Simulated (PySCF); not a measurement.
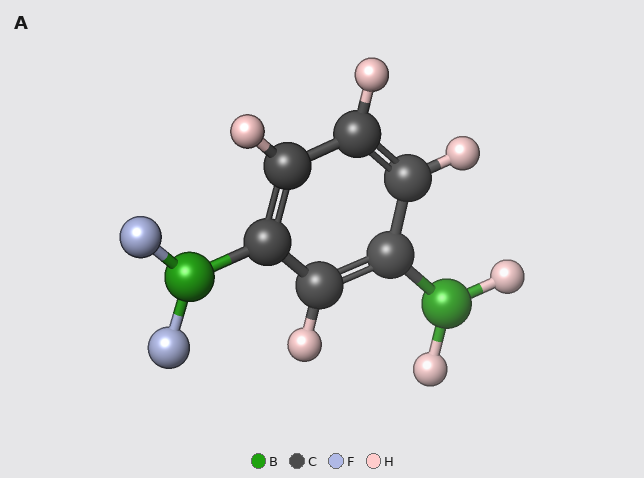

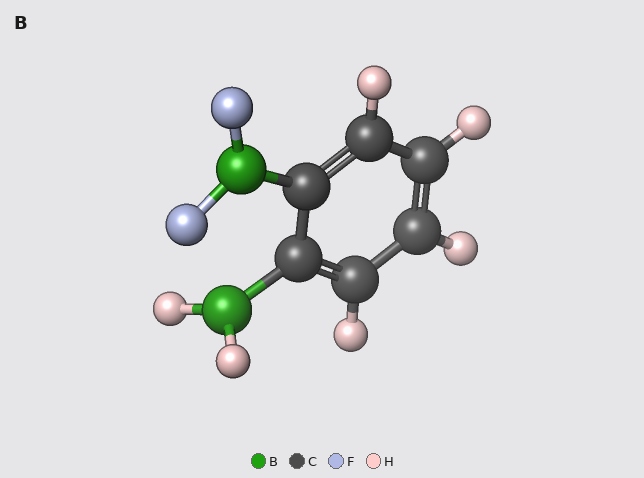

2 stationary structures of one formula. Geometries: PBE0-D3(BJ)/def2-SVP. Electronic energies: CAM-B3LYP/def2-SVPD (PySCF 2.14.0), without zero-point energy. No frequency run is at hand to confirm each as a minimum. Each is one conformer, not always the lowest.

> Are they conformers, stereoisomers or constitutional isomers?

They are constitutional isomers of C6H6B2F2: A `Bc1cccc(B(F)F)c1`, B `Bc1ccccc1B(F)F`.

> Rank them by energy, lowest first.

A is lowest; B lies 28.1 kJ/mol above it.
